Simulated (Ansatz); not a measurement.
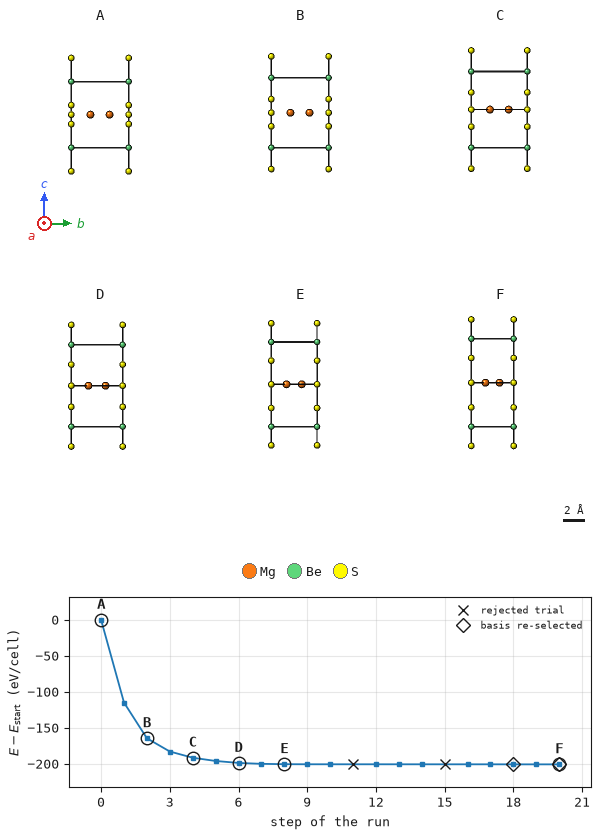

Frames of a relaxation of solid Mg2BeS3 (a generated structure, set up in P6/mmm) (coarse preliminary run), marked on the history of the run. The picture is a ball-and-stick view of the cell of the calculation, seen along the a axis.

These are results of Ansatz, DFT PBE, scalar-relativistic, plane waves, PAW, not measurements. (plane-wave cutoff 420 eV; k-point mesh 3 × 3 × 4; occupations gaussian; smearing width 0.1 eV; no spin polarisation; cell and atoms relaxed; force threshold 0.04 eV/Å; at most 70 steps)

Question: What happens along the run?

Answer: The largest moves relative to the cell, 1.19 Å, are those of S atoms. Mg and Be stay in place. The volume changes by −27.5 %, with a = b 6.516 → 4.811 Å (−26.2 %), c 6.496 → 8.643 Å (+33.1 %). Among the contacts that change: S–S 1.856 → 4.859 Å, S–S 0.928 → 2.429 Å, Mg–Mg 3.762 → 2.778 Å, Mg–S 3.762 → 2.778 Å. New bonds form, among them: Mg–S (3.76 → 2.78 Å). Bonds break, among them: S–S (1.86 → 4.86 Å). The space group stays P6/mmm (No. 191). Over 16 accepted moves (20 points after the start) the energy falls by 200.669 eV per cell of the calculation. The largest force component goes from 390 to 0.0096 eV/Å. The pressure goes from 156.94 to 0.16 GPa. The line search rejected the trial steps at points 11, 15 of the run. At 2 points the geometry stayed and the basis and grid were re-selected for the new cell (energy shift of 57.0 meV per cell of the calculation at most each time). The run took 91 s on 1 thread of Arm Neoverse V1 (shared host), peak memory 0.44 GiB. From step 0 to 2: S atoms move most (0.35 Å), volume +5.6 %, energy −164.487 eV per cell of the calculation. From step 2 to 4: S atoms move most (0.23 Å), volume +4.1 %, energy −26.991 eV per cell of the calculation. From step 4 to 6: S atoms move most (0.27 Å), volume −9.5 %, energy −7.239 eV per cell of the calculation. From step 6 to 8: S atoms move most (0.18 Å), volume −18.0 %, energy −1.727 eV per cell of the calculation. From step 8 to 20: volume −11.0 %, energy −0.225 eV per cell of the calculation.

| step | E − E(0), meV/atom | largest force component, eV/Å | pressure, GPa | volume, Å³/atom | note |
| --- | --- | --- | --- | --- | --- |
| 0 | 0.00 | 392.2454 | 156.94 | 39.810 |  |
| 1 | -19143.64 | 184.4959 | 87.39 | 40.168 |  |
| 2 | -27414.51 | 76.9186 | 41.11 | 42.026 |  |
| 3 | -30473.92 | 35.8695 | 19.77 | 43.619 |  |
| 4 | -31913.08 | 17.3259 | 9.67 | 43.741 |  |
| 5 | -32661.77 | 9.4496 | 4.16 | 42.466 |  |
| 6 | -33119.59 | 4.1593 | 0.13 | 39.580 |  |
| 7 | -33324.96 | 0.9663 | -1.03 | 35.991 |  |
| 8 | -33407.42 | 0.4962 | -0.80 | 32.443 |  |
| 9 | -33425.79 | 0.2146 | 0.23 | 29.640 |  |
| 10 | -33427.48 | 0.1043 | 0.21 | 29.376 |  |
| 11 | -33394.44 | 0.8651 | 0.67 | 26.889 | rejected |
| 12 | -33428.87 | 0.2607 | 0.11 | 29.294 |  |
| 13 | -33430.92 | 0.3734 | 0.12 | 29.096 |  |
| 14 | -33433.14 | 0.4181 | 0.11 | 28.864 |  |
| 15 | -33432.09 | 0.2082 | 0.05 | 28.357 | rejected |
| 16 | -33435.10 | 0.0474 | -0.01 | 28.880 |  |
| 17 | -33435.09 | 0.0085 | -0.02 | 28.936 |  |
| 18 | -33444.59 | 0.0243 | 0.22 | 28.936 | same geometry, new basis |
| 19 | -33444.88 | 0.0094 | 0.16 | 28.873 |  |
| 20 | -33444.87 | 0.0096 | 0.16 | 28.873 | same geometry, new basis |
